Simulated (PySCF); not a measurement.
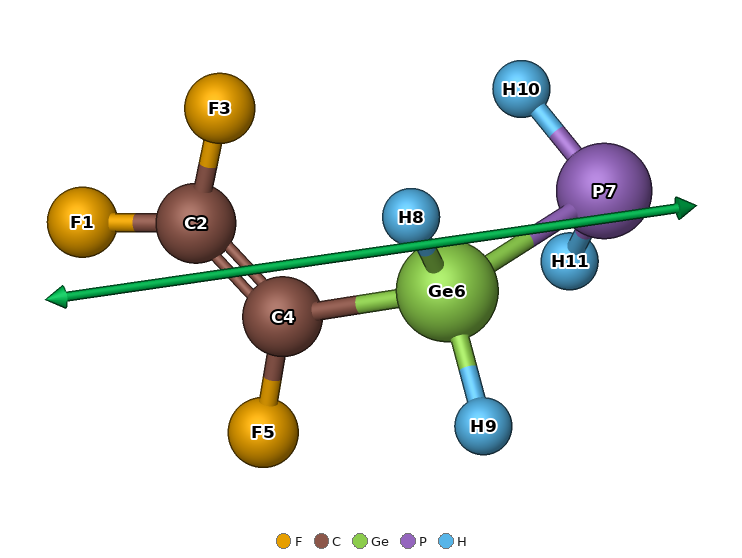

The double arrow shows the direction of the transition dipole to excited singlet state 2 (its length means nothing). The computed structure is the end point of a GFN2-xTB optimisation. No frequency run is at hand to confirm it as a minimum. Method: TDDFT CAM-B3LYP/def2-SVPD, vertical, gas phase, core orbitals frozen in the response (PySCF 2.14.0).

How is the transition polarised?

Answer. Close to the long direction F1···P7.

Where does the transition lie, and how strong is it?

Answer. 6.48 eV (191 nm), oscillator strength 0.30, mainly HOMO → LUMO (weight 0.65); transition dipole 3.52 D.

The geometry is semi-empirical. Around Ge, P such bond lengths and angles can be off by a tenth of an ångström or more and by several degrees, and values that hang on the shape move with them.
